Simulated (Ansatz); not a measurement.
**FH$_{2}$OSi$_{3}$ (doublet): density, localisation and related maps**

The calculation's input:

```
crystal:
  periodic: [false, false, false]
  atoms:
    - {symbol: F, position_ang: [-2.385045, 0.039327, 0.549891]}
    - {symbol: O, position_ang: [-0.466569, -1.002750, -1.038262]}
    - {symbol: Si, position_ang: [-2.137778, -0.736339, -0.854902]}
    - {symbol: Si, position_ang: [0.211514, -0.428088, -2.487518]}
    - {symbol: Si, position_ang: [-1.996621, 0.527939, -2.802010]}
    - {symbol: H, position_ang: [-2.840351, -2.042440, -0.727612]}
    - {symbol: H, position_ang: [-3.077085, 0.863816, -3.787821]}
basis:
  gaussian: {orbitals: def2-TZVPD}
magnetization: {spin_polarized: true, initial_magnetization: 1}
hamiltonian: {xc: pbe0}
output: {forces: true, orbitals: {seedname: orbitals}}
```

Command:

```sh
ansatz run input.yaml --threads 2 --pin off --max-ram 4350MiB --events-out events.jsonl --progress --plain --runs-dir runs
```

Geometry: r2SCAN-D4/def2-SVP.

All numbers below come from isolated molecule in a Gaussian basis; Kohn-Sham density functional theory, functional PBE0 (Ansatz).

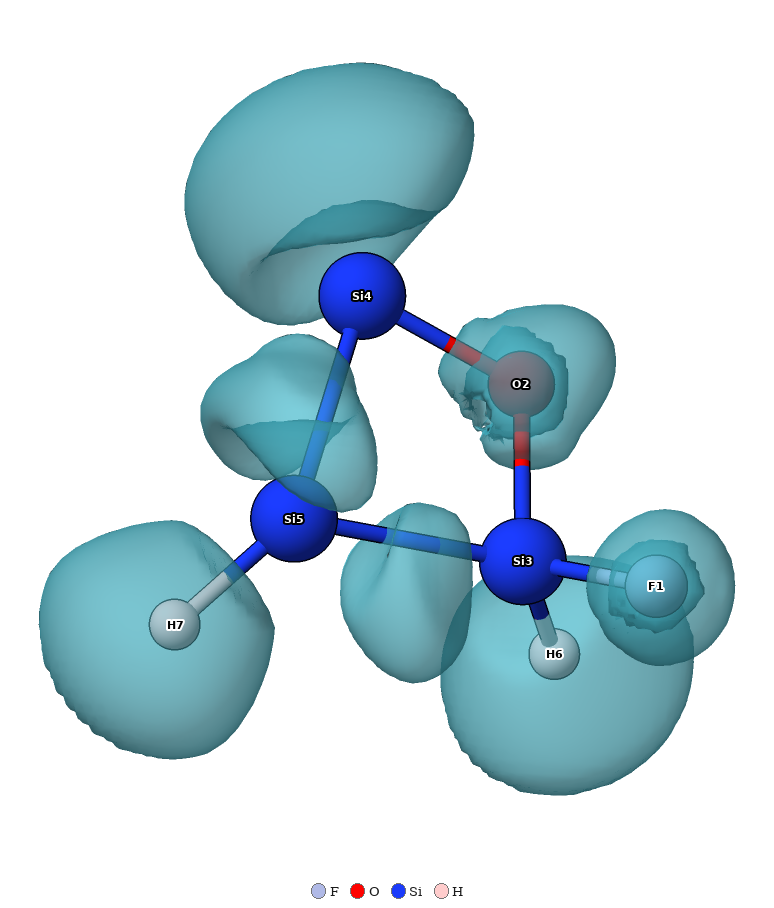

Figure 1. Isosurface of the electron localisation function at 0.8 (cyan), seen at a tilt. Core shells and regions of very low density are left out.

**Identify the bonds, lone pairs and shells in this picture.**

The ELF exceeds this value in one region between bonded Si–Si atoms (shared pairs), two regions around hydrogen nuclei, one region on Si in which the atom's valence shell and bonds are merged, one lobe on Si, pointing away from the bonds (non-bonding electrons), one region wrapped around F (its lone pairs, merged into a ring or cap) and one region wrapped around O (its lone pairs, merged into a ring or cap). Along the contacts the grid gives the following. Si–F (1.62 Å): the ELF peaks at about 0.85 in the valence shell of F, 0.6 Å from its nucleus, and is about 0.55 at the midpoint. Si–O (1.70 Å): the ELF peaks at about 0.85 between the atoms, as expected for a shared but strongly polarised pair.

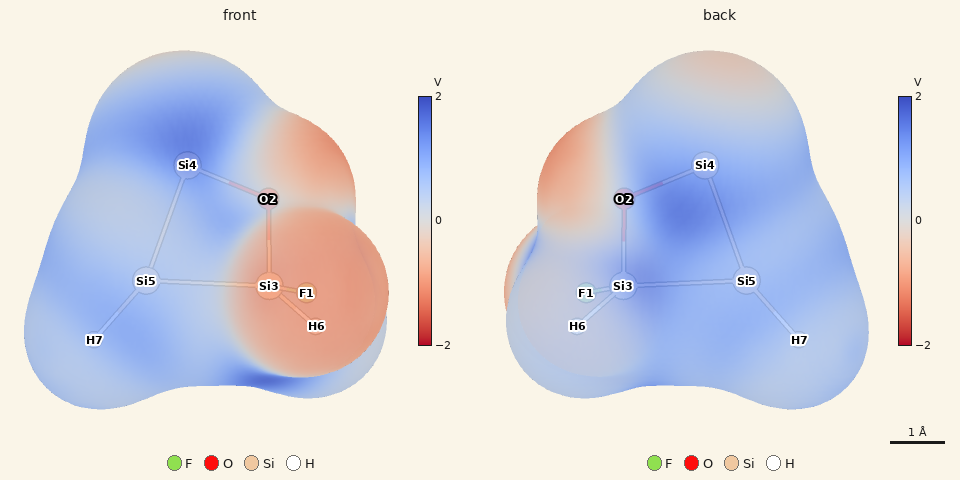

Figure 2. The electrostatic potential painted on the density surface at 0.002 e/bohr³, seen from the front and from behind; the colour scale runs from red (negative) to blue (positive).

**Where is the surface potential most negative and most positive?**

The most negative region (about −1.0 V) lies over F1 and O2, the most positive (about +1.5 V) over Si3 and Si4.

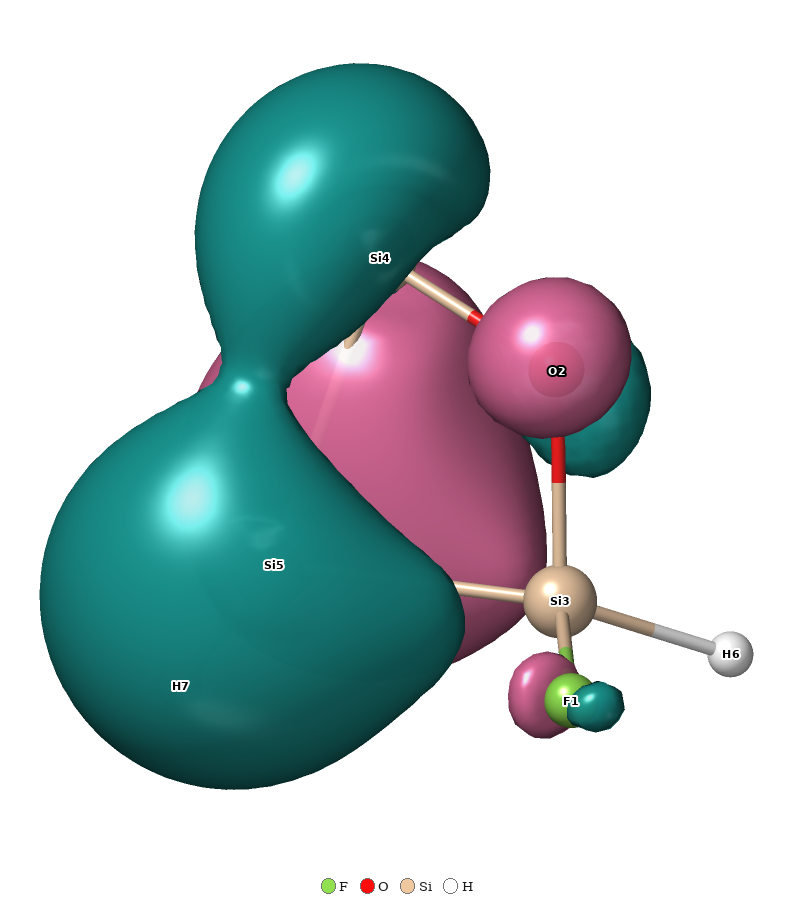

Figure 3. One frontier orbital at ±0.1 Å⁻³ᐟ² (teal and pink are the two phases), seen at a tilt.

**Which orbital is it: HOMO (α) or LUMO (α)?**

The HOMO (α), at −6.42 eV. It lies mainly on Si5 (about 60 %), Si4 (about 25 %) and O2 (about 5 %).
